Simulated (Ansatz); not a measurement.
# FH₅O₃Si (built from SMILES O[Si](O)(O)F.[H][H]): a reaction path by the nudged elastic band

What path joins these two structures, and how high does it climb? Both ends were relaxed at PBE0-D4 in triple zeta.

Computed with Ansatz 0.2.0, Gaussian basis. Level: r2SCAN-D4/def2-SVP.

23 further runs of the same task are left out: 1 that didn't finish, 22 set aside as unsound or not needed.

### Step 1. The starting structure

The first end: 10 atoms, charge 0, spin multiplicity 1.

Atoms are counted from 1 here; the program's logs count them from 0.

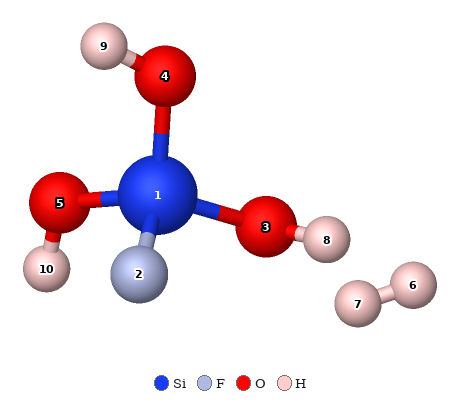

As it starts; silicon blue, fluorine light blue, oxygen red, hydrogen pink; atoms are numbered from 1 in the order of the file.

As a file:

```
Si   -0.30421    0.50522    0.37395
F     1.20884    0.80490   -0.03628
O    -0.45689   -1.08561    0.62928
O    -1.28072    0.97825   -0.82654
O    -0.66925    1.32855    1.71957
H     1.39664   -2.25934   -1.80874
H     1.69922   -1.64525   -1.50865
H    -0.08787   -1.67928   -0.02658
H    -1.33104    1.91188   -1.03387
H    -0.17482    1.14047    2.51797
```

The second end:

```xyz
10

Si   -0.4562   -0.1148   -0.2636
F     2.7047    0.2421    0.5426
O    -0.6681   -1.6485    0.2314
O    -1.8078    0.4053   -1.0100
O    -0.1236    0.9728    0.9056
H     2.3241   -0.0660   -0.2455
H     0.7040   -0.2263   -1.1924
H    -1.4587   -1.8635    0.7293
H    -1.9865    1.3460   -0.9639
H     0.7679    0.9528    1.2667
```

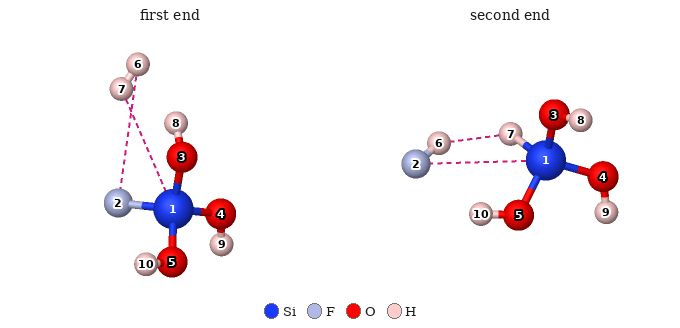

The two ends; dashed lines mark the contacts followed along the path.

### Step 2. The band at r2SCAN-D4/def2-SVP

Input file neb/in.yaml:

```yaml
crystal:
  periodic: [false, false, false]
  atoms:
    - {symbol: Si, position_ang: [-0.304207, 0.505220, 0.373945]}
    - {symbol: F, position_ang: [1.208836, 0.804902, -0.036278]}
    - {symbol: O, position_ang: [-0.456887, -1.085607, 0.629277]}
    - {symbol: O, position_ang: [-1.280724, 0.978253, -0.826545]}
    - {symbol: O, position_ang: [-0.669248, 1.328546, 1.719567]}
    - {symbol: H, position_ang: [1.396643, -2.259337, -1.808740]}
    - {symbol: H, position_ang: [1.699220, -1.645249, -1.508646]}
    - {symbol: H, position_ang: [-0.087867, -1.679283, -0.026582]}
    - {symbol: H, position_ang: [-1.331042, 1.911881, -1.033872]}
    - {symbol: H, position_ang: [-0.174824, 1.140473, 2.517974]}
basis:
  gaussian: {orbitals: def2-SVP}
hamiltonian: {xc: r2scan, dispersion: d4}
neb:
  images: 7
  climbing: immediate
  max_iterations: 40
  initial_path: idpp
  final_atoms:
    - {symbol: Si, position_ang: [-0.456211, -0.114812, -0.263628]}
    - {symbol: F, position_ang: [2.704680, 0.242052, 0.542551]}
    - {symbol: O, position_ang: [-0.668088, -1.648498, 0.231414]}
    - {symbol: O, position_ang: [-1.807804, 0.405288, -1.010022]}
    - {symbol: O, position_ang: [-0.123587, 0.972780, 0.905593]}
    - {symbol: H, position_ang: [2.324121, -0.066004, -0.245521]}
    - {symbol: H, position_ang: [0.704024, -0.226306, -1.192389]}
    - {symbol: H, position_ang: [-1.458693, -1.863532, 0.729339]}
    - {symbol: H, position_ang: [-1.986473, 1.346048, -0.963914]}
    - {symbol: H, position_ang: [0.767932, 0.952785, 1.266678]}
```

The run is started by

```
$ ansatz run in.yaml --threads 4 --pin off --events-out ev --progress --plain --max-ram 9574MiB
```

The log of the run:

```text
Functional definition: r2SCAN
  name "r2SCAN"
  cite "Furness, Kaplan, Ning, Perdew & Sun, J. Phys. Chem. Lett. 11, 8208 (2020) doi:10.1021/acs.jpclett.0c02405"
  cite "Furness, Kaplan, Ning, Perdew & Sun, J. Phys. Chem. Lett. 11, 9248 (2020) doi:10.1021/acs.jpclett.0c03077"
  parent r2scan
  parameter k0 = 0.174
  parameter k1 = 0.065
  parameter a1 = 4.9479
  exchange = r2scan_x(k0 = k0, k1 = k1, a1 = a1)
  correlation = r2scan_c
1063 factors; their error is unknown
mean field evaluation 1: about -16795.6098 eV, gradient 8.5e1 eV
mean field evaluation 2: about -16778.0593 eV, gradient 1.3e2 eV
mean field evaluation 4: about -16807.5424 eV, gradient 5.5e0 eV
mean field evaluation 8: about -16807.5911 eV, gradient 3.7e-2 eV
mean field evaluation 16: about -16807.5358 eV, gradient 2.7e-5 eV
mean field -16807.53575529 eV, -617.6655464498 hartree, gradient 2.7e-5 eV, S^2 0.000000; 0 other end points of the search recorded, 0 dependent functions left out
the calculation of the forces begins
reference -16807.53576487 eV, -617.6655468019 hartree; 26, 26 occupied and 73, 73 virtual orbitals, 1063 factors
[... from here to the last solve, the lines of the solves are left out (265 solves) ...]
WARN: NEB end point (image 0): max|allowed force component| = 1.035e0 eV/Å (the criterion of neb.relax_end_points is 1.000e-2). That is over neb.f_tol: it is no minimum, so the barrier can be far off. Relax it first
WARN: NEB end point (image 8): max|allowed force component| = 6.443e-1 eV/Å (the criterion of neb.relax_end_points is 1.000e-2). That is over neb.f_tol: it is no minimum, so the barrier can be far off. Relax it first
NEB iter   1: max|band force component| = 4.594e0 eV/Å  barrier→ = 7.1601 eV  barrier← = 5.9502 eV  CI = image 5  Δτ_max = 0.2000 Å  (257 SCF iters)
NEB iter   2: max|band force component| = 3.516e0 eV/Å  barrier→ = 6.2923 eV  barrier← = 5.0824 eV  CI = image 5  Δτ_max = 0.2000 Å  (227 SCF iters)
NEB iter   3: max|band force component| = 1.551e1 eV/Å  barrier→ = 5.2460 eV  barrier← = 4.0360 eV  CI = image 5  Δτ_max = 0.1019 Å  (222 SCF iters)
NEB iter   4: max|band force component| = 2.396e0 eV/Å  barrier→ = 4.7319 eV  barrier← = 3.5219 eV  CI = image 5  Δτ_max = 0.2000 Å  (198 SCF iters)
NEB iter   5: max|band force component| = 2.069e0 eV/Å  barrier→ = 4.0107 eV  barrier← = 2.8008 eV  CI = image 5  Δτ_max = 0.2000 Å  (209 SCF iters)
NEB iter   6: max|band force component| = 2.083e0 eV/Å  barrier→ = 3.2790 eV  barrier← = 2.0691 eV  CI = image 5  Δτ_max = 0.2000 Å  (196 SCF iters)
NEB iter   7: max|band force component| = 1.691e0 eV/Å  barrier→ = 2.6054 eV  barrier← = 1.3955 eV  CI = image 5  Δτ_max = 0.1888 Å  (207 SCF iters)
NEB iter   8: max|band force component| = 1.779e0 eV/Å  barrier→ = 2.8687 eV  barrier← = 1.6587 eV  CI = image 5  Δτ_max = 0.0929 Å  (197 SCF iters)
NEB iter   9: max|band force component| = 5.664e-1 eV/Å  barrier→ = 2.7511 eV  barrier← = 1.5411 eV  CI = image 5  Δτ_max = 0.1283 Å  (193 SCF iters)
NEB iter  10: max|band force component| = 3.416e-1 eV/Å  barrier→ = 2.7099 eV  barrier← = 1.4999 eV  CI = image 5  Δτ_max = 0.1841 Å  (191 SCF iters)
NEB iter  11: max|band force component| = 6.500e-1 eV/Å  barrier→ = 2.5954 eV  barrier← = 1.3854 eV  CI = image 5  Δτ_max = 0.0933 Å  (196 SCF iters)
NEB iter  12: max|band force component| = 4.576e-1 eV/Å  barrier→ = 2.5516 eV  barrier← = 1.3417 eV  CI = image 5  Δτ_max = 0.0933 Å  (193 SCF iters)
NEB iter  13: max|band force component| = 4.728e-1 eV/Å  barrier→ = 2.5074 eV  barrier← = 1.2975 eV  CI = image 5  Δτ_max = 0.0948 Å  (197 SCF iters)
NEB iter  14: max|band force component| = 5.038e-1 eV/Å  barrier→ = 2.4510 eV  barrier← = 1.2411 eV  CI = image 5  Δτ_max = 0.0935 Å  (194 SCF iters)
NEB iter  15: max|band force component| = 6.213e-1 eV/Å  barrier→ = 2.3872 eV  barrier← = 1.1772 eV  CI = image 5  Δτ_max = 0.0946 Å  (194 SCF iters)
NEB iter  16: max|band force component| = 1.087e0 eV/Å  barrier→ = 2.3273 eV  barrier← = 1.1173 eV  CI = image 5  Δτ_max = 0.0467 Å  (191 SCF iters)
NEB iter  17: max|band force component| = 5.427e-1 eV/Å  barrier→ = 2.3082 eV  barrier← = 1.0982 eV  CI = image 5  Δτ_max = 0.0943 Å  (196 SCF iters)
NEB iter  18: max|band force component| = 4.538e-1 eV/Å  barrier→ = 2.2713 eV  barrier← = 1.0614 eV  CI = image 5  Δτ_max = 0.0955 Å  (193 SCF iters)
NEB iter  19: max|band force component| = 2.910e-1 eV/Å  barrier→ = 2.2654 eV  barrier← = 1.0555 eV  CI = image 5  Δτ_max = 0.0930 Å  (191 SCF iters)
NEB iter  20: max|band force component| = 3.990e-1 eV/Å  barrier→ = 2.2561 eV  barrier← = 1.0461 eV  CI = image 5  Δτ_max = 0.0469 Å  (192 SCF iters)
NEB iter  21: max|band force component| = 1.750e-1 eV/Å  barrier→ = 2.2480 eV  barrier← = 1.0380 eV  CI = image 5  Δτ_max = 0.0953 Å  (193 SCF iters)
NEB iter  22: max|band force component| = 5.087e-1 eV/Å  barrier→ = 2.2241 eV  barrier← = 1.0141 eV  CI = image 5  Δτ_max = 0.0467 Å  (192 SCF iters)
NEB iter  23: max|band force component| = 1.539e-1 eV/Å  barrier→ = 2.2101 eV  barrier← = 1.0001 eV  CI = image 5  Δτ_max = 0.0932 Å  (193 SCF iters)
NEB iter  24: max|band force component| = 2.230e-1 eV/Å  barrier→ = 2.1799 eV  barrier← = 0.9699 eV  CI = image 5  Δτ_max = 0.0467 Å  (189 SCF iters)
NEB iter  25: max|band force component| = 1.485e-1 eV/Å  barrier→ = 2.1645 eV  barrier← = 0.9546 eV  CI = image 5  Δτ_max = 0.0467 Å  (193 SCF iters)
NEB iter  26: max|band force component| = 1.360e-1 eV/Å  barrier→ = 2.1488 eV  barrier← = 0.9389 eV  CI = image 5  Δτ_max = 0.0464 Å  (192 SCF iters)
NEB iter  27: max|band force component| = 1.166e-1 eV/Å  barrier→ = 2.1334 eV  barrier← = 0.9234 eV  CI = image 5  Δτ_max = 0.0464 Å  (191 SCF iters)
NEB iter  28: max|band force component| = 1.152e-1 eV/Å  barrier→ = 2.1187 eV  barrier← = 0.9088 eV  CI = image 5  Δτ_max = 0.0468 Å  (192 SCF iters)
NEB iter  29: max|band force component| = 1.174e-1 eV/Å  barrier→ = 2.1070 eV  barrier← = 0.8971 eV  CI = image 5  Δτ_max = 0.0233 Å  (193 SCF iters)
NEB iter  30: max|band force component| = 6.124e-2 eV/Å  barrier→ = 2.1023 eV  barrier← = 0.8924 eV  CI = image 5  Δτ_max = 0.0466 Å  (196 SCF iters)
1063 factors; their error is unknown
mean field evaluation 2080: about -16805.5595 eV, gradient 1.8e-1 eV
mean field -16805.50800453 eV, -617.5910279841 hartree, gradient 2.3e-6 eV, S^2 0.000000; 0 other end points of the search recorded, 0 dependent functions left out
the calculation of the forces begins
reference -16805.50801309 eV, -617.5910282984 hartree; 26, 26 occupied and 73, 73 virtual orbitals, 1063 factors
NEB iter  31: max|band force component| = 4.776e-2 eV/Å  barrier→ = 2.0962 eV  barrier← = 0.8863 eV  CI = image 5  CI's point: of a kind that is not told: the force calls were inconclusive, a negative curvature could not be distinguished from the path's own, the only one lies far off the path, or fixed occupations may fill a level only in part  Δτ_max = 0.0000 Å  (1273 SCF iters)
WARN: NEB end point (image 0): the path dips 0.055132 eV below it before the top, so the barrier from the dip is that much higher. The path crosses a lower well, or the end point is a saddle point, which neb.relax_end_points tests for
Total energy: -16805.48284947 eV, -617.5901035526 hartree
Atom 0 at    -0.083969    -0.040954    -0.008193 Å, force    -0.038044    -0.004544     0.030112 eV/Å
Atom 1 at     1.721239    -0.712055     0.267207 Å, force     0.016152    -0.030271     0.023966 eV/Å
Atom 2 at    -0.604740    -1.589139     0.195504 Å, force     0.015741    -0.008872    -0.046554 eV/Å
Atom 3 at    -1.395089     0.688055    -0.741661 Å, force     0.002558    -0.014239     0.047890 eV/Å
Atom 4 at     0.189893     1.034386     1.216964 Å, force    -0.005210     0.025650    -0.005998 eV/Å
Atom 5 at     1.477726    -0.291936    -0.825813 Å, force     0.028843     0.027202    -0.013829 eV/Å
Atom 6 at     0.806795     0.134192    -1.413139 Å, force    -0.011216    -0.001328    -0.001451 eV/Å
Atom 7 at    -1.548563    -1.656112    -0.002883 Å, force    -0.013661     0.009140     0.016492 eV/Å
Atom 8 at    -1.544624     1.588132    -0.425115 Å, force    -0.000493     0.009037    -0.039157 eV/Å
Atom 9 at     0.981233     0.845230     1.737229 Å, force     0.005330    -0.011776    -0.011471 eV/Å
Dipole moment:    -0.041241     0.273880    -0.024616 e Å
```

Wall time 5.3 min (4 threads of Arm Neoverse V2, shared host).

The last band:

```
image  path (Å)  energy (eV)  Si1–H7 (Å)  F2–H6 (Å)  Si1–F2 (Å)  H6–H7 (Å)
    0      0.00        0.000        3.49       3.54        1.60       0.75
    1      2.23       -0.035        3.33       3.24        1.63       0.76
    2      4.47       -0.055        3.23       4.12        1.62       0.76
    3      6.71       -0.047        3.73       2.46        1.63       0.76
    4      8.94        0.043        3.12       2.28        1.62       0.76
    5     11.17        2.096        1.67       1.20        1.95       0.99
    6     11.88        1.413        1.52       0.96        2.50       1.41
    7     12.59        1.182        1.50       0.94        2.93       1.71
    8     13.31        1.210        1.49       0.93        3.28       1.88
```

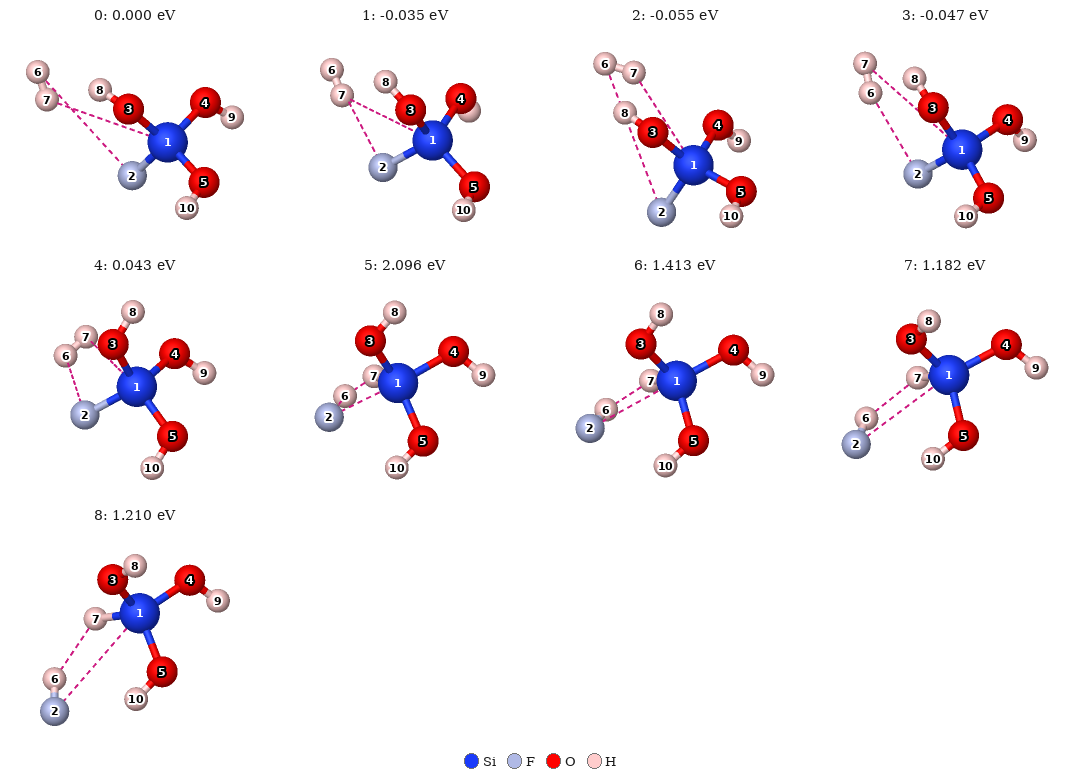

The images of the last band.

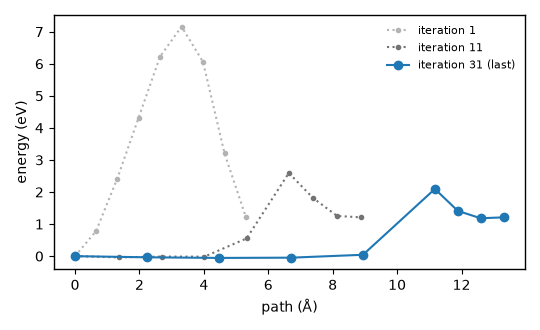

Energy along the path.

The highest image, 5:

```
Si   -0.0840   -0.0410   -0.0082
F     1.7212   -0.7121    0.2672
O    -0.6047   -1.5891    0.1955
O    -1.3951    0.6881   -0.7417
O     0.1899    1.0344    1.2170
H     1.4777   -0.2919   -0.8258
H     0.8068    0.1342   -1.4131
H    -1.5486   -1.6561   -0.0029
H    -1.5446    1.5881   -0.4251
H     0.9812    0.8452    1.7372
```

### Step 3. Outcome

| quantity | value |
| --- | --- |
| r2SCAN-D4/def2-SVP, 31 iterations | highest 2.096 eV (image 5), last end +1.210 eV |
| from earlier runs: barrier over the separately found saddle, CCSD(T)/def2-TZVPP | 2.645 eV |

The highest image lies 2.096 eV above the first end, and it climbed, so it estimates the saddle. The ends are not quite minima at this level (largest force component 1.04 eV/Å), so the heights are unreliable: relaxing the first end would lower it and raise the barrier above it. The highest image is 0.549 eV below the CCSD(T) barrier in triple zeta, which comes from separate runs on the saddle.
